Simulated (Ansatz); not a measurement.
**Cu(NH3)(SiH3) (CuH₆NSi): inputs that go wrong**

Aim: try 3 inputs for Cu(NH3)(SiH3) (CuH₆NSi) as typed, read how each ends, and find what has to change.

Program: Ansatz 0.2.0, Gaussian basis. Level of theory: the settings change from run to run. These are calculated values, not measurements.

## (1) The molecule

The geometry comes from an earlier relaxation with PBE0-D4 in a triple-zeta def2 set; it is a stationary point, not always the lowest conformer.

9 atoms, charge 0, spin multiplicity 1.

Atoms are counted from 1 here; the program's logs count them from 0.

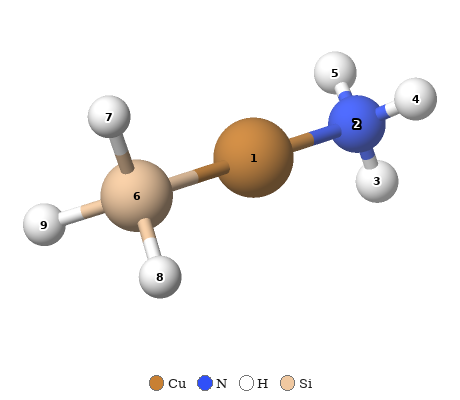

The geometry (copper orange, nitrogen blue, hydrogen white, silicon light orange); atoms are numbered from 1 in the order of the file.

## (2) Attempt 1

Input file in.yaml:

```yaml
crystal:
  periodic: [false, false, false]
  atoms:
    - {symbol: Cu, position_ang: [0.000327, -0.001147, 0.199774]}
    - {symbol: N, position_ang: [-0.000203, -0.015059, 2.206673]}
    - {symbol: H, position_ang: [-0.929922, -0.188565, 2.574968]}
    - {symbol: H, position_ang: [0.316424, 0.872826, 2.582878]}
    - {symbol: H, position_ang: [0.612465, -0.737216, 2.571705]}
    - {symbol: Si, position_ang: [0.000298, 0.014163, -2.065947]}
    - {symbol: H, position_ang: [1.313782, 0.388138, -2.687732]}
    - {symbol: H, position_ang: [-0.976851, 0.970986, -2.683518]}
    - {symbol: H, position_ang: [-0.336310, -1.304137, -2.698802]}
basis:
  gaussian: {orbitals: def2-SVPD, fitting: {mean_field: cc-pVTZ-jkfit}}
hamiltonian: {xc: {name: LC-wPBE}}
```

On the command line:

```console
$ ansatz run in.yaml --threads 4 --pin off --events-out ev --progress --plain --max-ram 3916MiB
```

Standard output:

```text
Functional definition: LC-wPBE
  name "LC-wPBE"
  cite "Vydrov & Scuseria, J. Chem. Phys. 125, 234109 (2006) doi:10.1063/1.2409292"
  cite "Heyd & Scuseria, J. Chem. Phys. 120, 7274 (2004) doi:10.1063/1.1668634"
  cite "Ernzerhof & Perdew, J. Chem. Phys. 109, 3313 (1998) doi:10.1063/1.476928"
  cite "Perdew, Burke & Ernzerhof, Phys. Rev. Lett. 77, 3865 (1996) doi:10.1103/PhysRevLett.77.3865"
  parent pbe
  parameter omega = 0.4/bohr
  exchange = pbe_x_sr(omega) + exact_x_lr(omega)
  correlation = pbe_c
Error: <dir> the basis set cc-pVTZ-JKFIT has no functions for Cu
```

Run time: 0.1 s. Hardware: 4 threads of Intel Xeon at 2.60GHz, shared host.

Diagnosis: Refused before any calculation. The fitting set named has no entry for an element of this molecule. Cure: leave the fitting key out, or name a set that covers all elements and suits the basis.

## (3) Attempt 2

Input file in.yaml:

```yaml
crystal:
  periodic: [false, false, false]
  atoms:
    - {symbol: Cu, position_ang: [0.000327, -0.001147, 0.199774]}
    - {symbol: N, position_ang: [-0.000203, -0.015059, 2.206673]}
    - {symbol: H, position_ang: [-0.929922, -0.188565, 2.574968]}
    - {symbol: H, position_ang: [0.316424, 0.872826, 2.582878]}
    - {symbol: H, position_ang: [0.612465, -0.737216, 2.571705]}
    - {symbol: Si, position_ang: [0.000298, 0.014163, -2.065947]}
    - {symbol: H, position_ang: [1.313782, 0.388138, -2.687732]}
    - {symbol: H, position_ang: [-0.976851, 0.970986, -2.683518]}
    - {symbol: H, position_ang: [-0.336310, -1.304137, -2.698802]}
basis:
  gaussian: {orbitals: def2-SVPD}
magnetization: {spin_polarized: true, initial_magnetization: 2}
hamiltonian: {xc: {name: M06-2X}}
output: {forces: true}
```

Same command.

Standard output:

```text
Error: YAML parse error: error: line 16 column 19: hamiltonian.xc: no functional is named "M06-2X"; the names, which are not case-sensitive, are SVWN5, SPW92, PBE, PBE0, PBEsol, revPBE, revPBE0, RPBE, rPW86-PBE, HSE06, wPBEh, LC-wPBE, HISS, HF, BLYP, B3LYP, B3LYP5, BHLYP, CAM-B3LYP, r2SCAN, r2SCANh, r2SCAN0, r2SCAN50, m-r2SCAN, B97, wB97, wB97X, wB97X-V, B97M-V, wB97M-V, B2PLYP, B2GP-PLYP, PBE0-DH, PBE-QIDH
  --> <input>:16:19
   |
14 |   gaussian: {orbitals: def2-SVPD}
15 | magnetization: {spin_polarized: true, initial_magnetization: 2}
16 | hamiltonian: {xc: {name: M06-2X}}
   |                   ^ hamiltonian.xc: no functional is named "M06-2X"; the names, which are not case-sensitive, are SVWN5, SPW92, PBE, PBE0, PBEsol, revPBE, revPBE0, RPBE, rPW86-PBE, HSE06, wPBEh, LC-wPBE, HISS, HF, BLYP, B3LYP, B3LYP5, BHLYP, CAM-B3LYP, r2SCAN, r2SCANh, r2SCAN0, r2SCAN50, m-r2SCAN, B97, wB97, wB97X, wB97X-V, B97M-V, wB97M-V, B2PLYP, B2GP-PLYP, PBE0-DH, PBE-QIDH
17 | output: {forces: true}
   |
```

It took 0.05 s on 4 threads of Intel Xeon at 2.60GHz, shared host.

Diagnosis: Refused before any calculation. The method's name isn't one that the program takes here. It also asks for charge 0 and multiplicity 3, another species or state than the molecule above. Fix: name a functional that the program knows, and set charge and spin to those of the species named.

## (4) Attempt 3

Input file in.yaml:

```yaml
crystal:
  periodic: [false, false, false]
  atoms:
    - {symbol: Cu, position_ang: [0.000327, -0.001147, 0.199774]}
    - {symbol: N, position_ang: [-0.000203, -0.015059, 2.206673]}
    - {symbol: H, position_ang: [-0.929922, -0.188565, 2.574968]}
    - {symbol: H, position_ang: [0.316424, 0.872826, 2.582878]}
    - {symbol: H, position_ang: [0.612465, -0.737216, 2.571705]}
    - {symbol: Si, position_ang: [0.000298, 0.014163, -2.065947]}
    - {symbol: H, position_ang: [1.313782, 0.388138, -2.687732]}
    - {symbol: H, position_ang: [-0.976851, 0.970986, -2.683518]}
    - {symbol: H, position_ang: [-0.336310, -1.304137, -2.698802]}
basis:
  gaussian: {orbitals: cc-pVDZ}
hamiltonian: {xc: {name: wB97M-V}, dispersion: rvv10}
```

Same command.

Standard output:

```text
Error: invalid value for `hamiltonian.dispersion`: this functional's text states its nonlocal part
```

Wall time 0.05 s (4 threads of Intel Xeon at 2.60GHz, shared host).

**Diagnosis.** Refused before any calculation. The dispersion term doesn't go with the functional. Cure: leave the dispersion key out, since this functional holds its own nonlocal correlation.

## (5) Summary

```csv
attempt,level,ended,cause,time
1,LC-wPBE/def2-SVPD,refused,the fitting set named has no entry for an element of this molecule,0.1 s
2,M06-2X/def2-SVPD,refused,the method's name isn't one that the program takes here,0.05 s
3,wB97M-V/cc-pVDZ,refused,the dispersion term doesn't go with the functional,0.05 s
```

**Reading.** 3 refused. A refusal costs next to no computing time.
